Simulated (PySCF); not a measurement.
Input

```
{"job": {"kind": "sp", "xc": "B3LYP", "basis": "ma-def2-SVP", "d3": "d3bj", "grid": 2}, "charge": 1, "multiplicity": 4}
Ni     0.015566    -0.003490    -0.016905
F      0.012139    -0.001562     1.657968
F      0.018451    -0.005139    -1.691780
```

Command:

```sh
OMP_NUM_THREADS=1 python redox_run.py task.json out
```

Geometry: BP86-D3(BJ)/def2-SVP.

These are results of DFT single point, gas phase, functional B3LYP (PySCF 2.14.0, density-fitted response routines), not measurements.

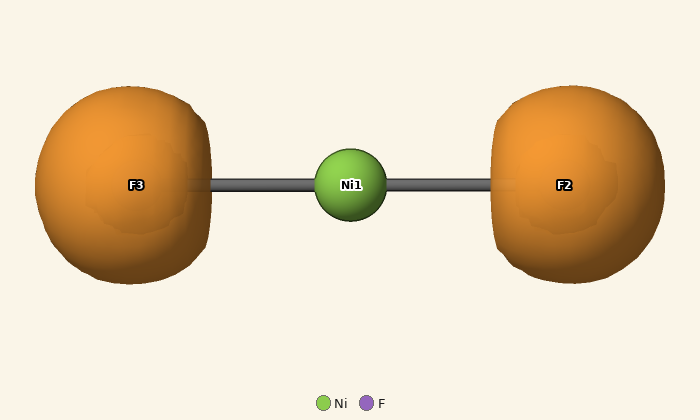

F$_{2}$Ni (charge +1, quartet). Isosurface of the electron localisation function at 0.75 (orange), seen from one side. Core shells and regions of very low density are left out.

Identify the bonds, lone pairs and shells in this picture.

Answer. The ELF exceeds this value in two regions wrapped around F (the valence shell of each).

Values along the shortest contacts:
Ni–F (1.67 Å): the ELF peaks at about 0.85 in the valence shell of F, 0.5 Å from its nucleus, and is about 0.15 at the midpoint.
